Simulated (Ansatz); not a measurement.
**A computed series for hypothetical zinc blende YP: response to strain**

Base system: YP in the zinc blende structure (space group F-43m, No. 216; a hypothetical phase, not in the database extracts checked).

```yaml
crystal:
  lattice:
    - [0.00000, 3.14492, 3.14492]
    - [3.14492, 0.00000, 3.14492]
    - [3.14492, 3.14492, 0.00000]
  atoms:
    - { symbol: P, position: [0.25000, 0.25000, 0.25000] }
    - { symbol: Y, position: [0.00000, 0.00000, 0.00000] }
```

Strains are applied to the cell and any free atomic positions relax.

Computed with PBE (Ansatz, a quantum-chemistry and plane-wave program, PAW, no spin-orbit coupling).

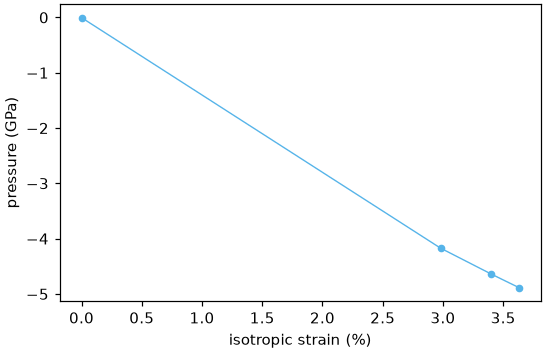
Fig. 1. Pressure against isotropic strain

Task: From the plot, what is the pressure for isotropic strain +2.98 %?

Result: About -4.2 GPa.

Task: Is the trend monotonic over the range shown?

Result: Yes, it falls throughout, spanning -4.88 GPa to 0.00 GPa.

Stability against distortions was not tested.
